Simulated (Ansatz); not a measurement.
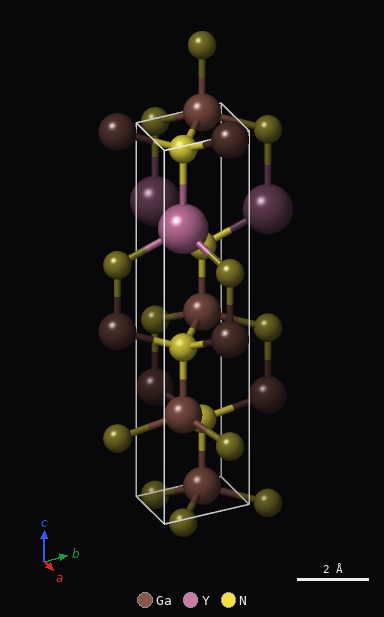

This ball-and-stick model is shown slightly off an axis. The conventional unit cell is outlined; an atom on or near a face, edge or corner is repeated at each equivalent position. Bonded neighbours in the next cells are drawn too, in fainter colours.

YGa3N4, space group P3m1 (No. 156), a = 3.316 Å, b = 3.316 Å, c = 10.878 Å, α = 90.00°, β = 90.00°, γ = 120.00°. Starting structure: a structure type filled with these elements by a generator (whether the compound takes this form wasn't checked). Earlier steps of the study, as a rule a relaxation of our own, may have changed the cell and positions, so they can lie some per cent off the listed ones. Ansatz was used for an electronic-structure calculation on it.

This one geometry was computed with Ansatz (DFT, plane waves, PAW) at five levels of theory: r2SCAN, PBE with spin-orbit coupling, PBE0, PBE and HSE06. It was relaxed beforehand with r2SCAN.

Which level gives the highest pressure at this volume, and what does that say about its equilibrium volume?

Highest: PBE with spin-orbit coupling (4.4 GPa) and PBE (4.4 GPa), which points to the largest equilibrium volume. Lowest, with the smallest volume: PBE0 (-0.5 GPa) and HSE06 (-0.4 GPa). Levels within 0.5 GPa of each other can't be told apart.

How does the band gap change with the level of theory?

PBE with spin-orbit coupling: a gap of 1.60 eV, indirect; PBE: a gap of 1.60 eV, indirect; r2SCAN: a gap of 1.97 eV, indirect; HSE06: a gap of 2.67 eV, indirect; PBE0: a gap of 3.34 eV, indirect.

Collect the results in a table.

| level | cutoff (eV) | k-mesh of the run's cell | gap (eV) | pressure (GPa) |
| --- | --- | --- | --- | --- |
| r2SCAN | 500 | 12×12×2 | 1.97 | 0.0 |
| PBE with spin-orbit coupling | 420 | 12×12×2 | 1.60 | 4.4 |
| PBE0 | 420 | 6×6×2 | 3.34 | -0.5 |
| PBE | 420 | 12×12×2 | 1.60 | 4.4 |
| HSE06 | 420 | 6×6×2 | 2.67 | -0.4 |

Gaps are taken on the k-mesh or band path of each run.
